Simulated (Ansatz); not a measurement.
**quartet CH2NSi at 6 levels**

Aim: a comparison of 6 runs (UHF/STO-3G, U-r2SCAN0/STO-3G, UCAM-B3LYP/STO-3G, UMP2/STO-3G, UCCSDTQ/STO-3G, UCCSD(T)/STO-3G) of quartet CH2NSi. 

Program for the calculation: Ansatz 0.2.0.

74 further runs of the same task are left out: 5 that didn't finish, 69 set aside as unsound or not needed.

**1. The molecule**

The species is CH2NSi (5 atoms), meant as a quartet with charge 0. SMILES of the parent species: `N#C[SiH2]`. The shape is that of a PBE0-D4/def2-TZVP optimisation. That shape belongs to the parent species and isn't relaxed for this state.

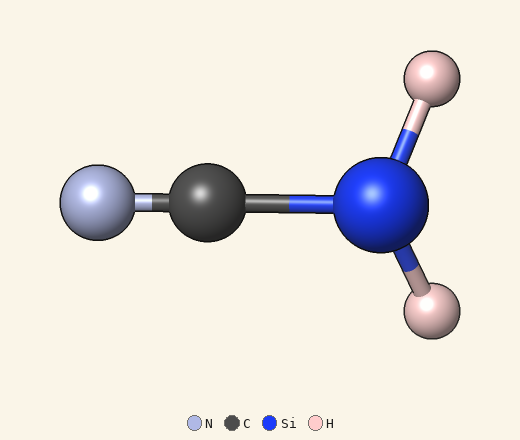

The structure, seen from a chosen angle (nitrogen light blue, carbon dark grey, silicon blue, hydrogen pink).

**2. A single-point energy at UHF/STO-3G (run 1)**

File input.yaml:

```yaml
crystal:
  periodic: [false, false, false]
  atoms:
    - {symbol: "N", position_ang: [1.041800, -1.219200, 1.572300]}
    - {symbol: C, position_ang: [0.565900, -0.625200, 0.703900]}
    - {symbol: Si, position_ang: [-0.092000, 0.267800, -0.751900]}
    - {symbol: H, position_ang: [-1.455400, -0.223000, -1.053700]}
    - {symbol: H, position_ang: [-0.010400, 1.726000, -0.511800]}
basis:
  gaussian: {orbitals: STO-3G}
magnetization: {spin_polarized: true, initial_magnetization: 3}
hamiltonian: {xc: hf}
accuracy: high
```

Launch:

```bash
$ ansatz run input.yaml --threads 1 --pin off --max-ram 2610MiB --events-out events.jsonl --progress --plain --runs-dir runs
```

What it wrote:

```text
Warning: RAYON_NUM_THREADS=1 ignored (pool sized by the plan → 1); use --threads N
Functional definition: HF
  name "HF"
  exchange = exact_x
  correlation = 0
375 factors; integrals over basis functions are off by at most 1.1e-8 eV
mean field evaluation 1: about -10271.4499 eV, gradient 1.8e1 eV
mean field evaluation 2: about -10271.5048 eV, gradient 1.8e1 eV
mean field evaluation 4: about -10275.5515 eV, gradient 2.4e0 eV
mean field evaluation 8: about -10275.6786 eV, gradient 1.1e-1 eV
mean field evaluation 16: about -10275.6784 eV, gradient 9.7e-8 eV
mean field evaluation 32: about -10275.2477 eV, gradient 1.3e0 eV
mean field evaluation 64: about -10275.3157 eV, gradient 1.1e0 eV
mean field evaluation 96: about -10269.4068 eV, gradient 1.0e1 eV
mean field evaluation 128: about -10275.1364 eV, gradient 9.7e-1 eV
mean field evaluation 160: about -10275.6171 eV, gradient 7.3e-1 eV
mean field -10275.67838605 eV, -377.6242155825 hartree, gradient 9.7e-8 eV, S^2 3.781257; 2 other end points of the search recorded, 0 dependent functions left out
reference -10275.67838605 eV, -377.6242155825 hartree; 16, 13 occupied and 5, 8 virtual orbitals, 375 factors
Total energy: -10275.67838605 eV, -377.6242155825 hartree
```

It took 0.34 s on 1 thread of Arm Neoverse V1, shared host.

**3. A single-point energy at U-r2SCAN0/STO-3G (run 2)**

File in.yaml:

```yaml
crystal:
  periodic: [false, false, false]
  atoms:
    - {symbol: N, position_ang: [1.041800, -1.219200, 1.572300]}
    - {symbol: C, position_ang: [0.565900, -0.625200, 0.703900]}
    - {symbol: Si, position_ang: [-0.092000, 0.267800, -0.751900]}
    - {symbol: H, position_ang: [-1.455400, -0.223000, -1.053700]}
    - {symbol: H, position_ang: [-0.010400, 1.726000, -0.511800]}
basis:
  gaussian:
    orbitals: STO-3G
accuracy: high
hamiltonian:
  xc: {name: r2SCAN0}
magnetization:
  spin_polarized: true
  initial_magnetization: 3
```

Launch:

```bash
$ ansatz run in.yaml --threads 1 --pin off --max-ram 2610MiB --events-out events.jsonl --progress --plain --runs-dir runs
```

What it wrote:

```text
Warning: RAYON_NUM_THREADS=1 ignored (pool sized by the plan → 1); use --threads N
Functional definition: r2SCAN0
  name "r2SCAN0"
  parameter a = 0.25
  parameter k0 = 0.174
  parameter k1 = 0.065
  parameter a1 = 4.9479
  exchange = (1 - a)*r2scan_x(k0 = k0, k1 = k1, a1 = a1) + a*exact_x
  correlation = r2scan_c
375 factors; integrals over basis functions are off by at most 1.1e-8 eV
mean field evaluation 1: about -10294.9402 eV, gradient 2.5e1 eV
mean field evaluation 2: about -10242.6986 eV, gradient 6.7e1 eV
mean field evaluation 4: about -10301.7565 eV, gradient 3.2e0 eV
mean field evaluation 8: about -10301.8265 eV, gradient 3.7e-2 eV
mean field evaluation 16: about -10301.8265 eV, gradient 2.7e-4 eV
mean field evaluation 32: about -10301.8265 eV, gradient 1.5e-7 eV
mean field -10301.82654713 eV, -378.5851427784 hartree, gradient 4.5e-8 eV, S^2 3.757631; 4 other end points of the search recorded, 0 dependent functions left out
reference -10301.82654768 eV, -378.5851427984 hartree; 16, 13 occupied and 5, 8 virtual orbitals, 375 factors
Total energy: -10301.82654768 eV, -378.5851427984 hartree
```

It took 9.9 s on 1 thread of Arm Neoverse V1, shared host; peak memory 0.23 GiB.

Runs 3 to 4 aren't shown in full; the table further down has their settings and results.

**4. A single-point energy at UCCSDTQ/STO-3G (run 5)**

in.yaml: that of step 3 with these lines changed.

```diff
@@ -11,5 +11,3 @@
     orbitals: STO-3G
-accuracy: high
-hamiltonian:
-  xc: {name: r2SCAN0}
+total_charge: 0
 magnetization:
@@ -17 +15,7 @@
   initial_magnetization: 3
+correlation:
+  method: ccsdtq
+  frozen_orbitals: {C: 1, H: 0, "N": 1, Si: 5}
+accuracy: high
+scf:
+  omitted_lower_state_checks: [cluster_reference, increment]
```

Launch:

```bash
$ ansatz run in.yaml --threads 1 --pin off --max-ram 2610MiB --events-out events.jsonl --progress --plain --runs-dir runs
```

What it wrote:

```text
Warning: RAYON_NUM_THREADS=1 ignored (pool sized by the plan → 1); use --threads N
[... 14 lines left out ...]
7 core orbitals not correlated: weight in the atoms' cores, before any rotation towards them, 1.000 or more for the frozen orbitals, at most 0.000 for the correlated occupied ones
[... 71 lines left out ...]
WARN: these amplitudes may be one of several solutions (largest doubles amplitude 0.69, level shift 0.00 eV)
Total energy: -10279.89598639 eV, -377.7792095361 hartree
Checks for a lower state left out: cluster_reference, increment
```

It took 1.7 min on 1 thread of Arm Neoverse V1, shared host; peak memory 0.4 GiB.

**5. The energy at UCCSD(T)/STO-3G (run 6)**

File in.yaml:

```yaml
crystal:
  periodic: [false, false, false]
  atoms:
    - {symbol: "N", position_ang: [1.041800, -1.219200, 1.572300]}
    - {symbol: C, position_ang: [0.565900, -0.625200, 0.703900]}
    - {symbol: Si, position_ang: [-0.092000, 0.267800, -0.751900]}
    - {symbol: H, position_ang: [-1.455400, -0.223000, -1.053700]}
    - {symbol: H, position_ang: [-0.010400, 1.726000, -0.511800]}
basis:
  gaussian: {orbitals: STO-3G}
magnetization: {spin_polarized: true, initial_magnetization: 3}
accuracy: high
correlation: {method: ccsd_t, frozen_orbitals: {C: 1, H: 0, "N": 1, Si: 5}}
scf: {omitted_lower_state_checks: [cluster_reference, increment]}
```

Launch:

```bash
$ ansatz run in.yaml --threads 1 --pin off --max-ram 2610MiB --events-out events.jsonl --progress --plain --runs-dir runs
```

What it wrote:

```text
Warning: RAYON_NUM_THREADS=1 ignored (pool sized by the plan → 1); use --threads N
[... 14 lines left out ...]
7 core orbitals not correlated: weight in the atoms' cores, before any rotation towards them, 1.000 or more for the frozen orbitals, at most 0.000 for the correlated occupied ones
[... 48 lines left out ...]
Total energy: -10279.83447411 eV, -377.7769490016 hartree
Checks for a lower state left out: cluster_reference, increment
```

It took 0.6 s on 1 thread of Arm Neoverse V1, shared host.

**6. Overview of the runs**

| run | level | frozen core orbitals | energy (Eh) | ⟨S²⟩ | wall time |
| --- | --- | --- | --- | --- | --- |
| 1 | UHF/STO-3G | – | -377.624216 | 3.781 | 0.34 s |
| 2 | U-r2SCAN0/STO-3G | – | -378.585143 | 3.758 | 9.9 s |
| 3 | UCAM-B3LYP/STO-3G | – | -378.564960 | 3.755 | 3.9 s |
| 4 | UMP2/STO-3G | 7 | -377.716524 | 3.781 | 0.38 s |
| 5 | UCCSDTQ/STO-3G | 7 | -377.779210 | 3.781 | 1.7 min |
| 6 | UCCSD(T)/STO-3G | 7 | -377.776949 | 3.781 | 0.6 s |

**7. Outcome**

| quantity | value |
| --- | --- |
| run 6: total energy | -377.77695 Eh |
| run 6: correlation energy (7 core orbitals frozen) | -152.7 mEh |
| run 6: (T) correction | -6.28 mEh |
| run 6: ⟨S²⟩ of the reference determinant | 3.781 |
| run 6: T1 diagnostic | 0.016 |

What this shows: Below the UHF energy at the same shape and in the same basis (STO-3G): UMP2 -92.3 mEh; UCCSDTQ -155.0 mEh; UCCSD(T) -152.7 mEh. Totals of different functionals can't be ranked against each other. In runs 1, 2, 3, 4, 5, 6 the basis is minimal, so the values are rough. All runs together took 2 min, the longest 1.7 min.
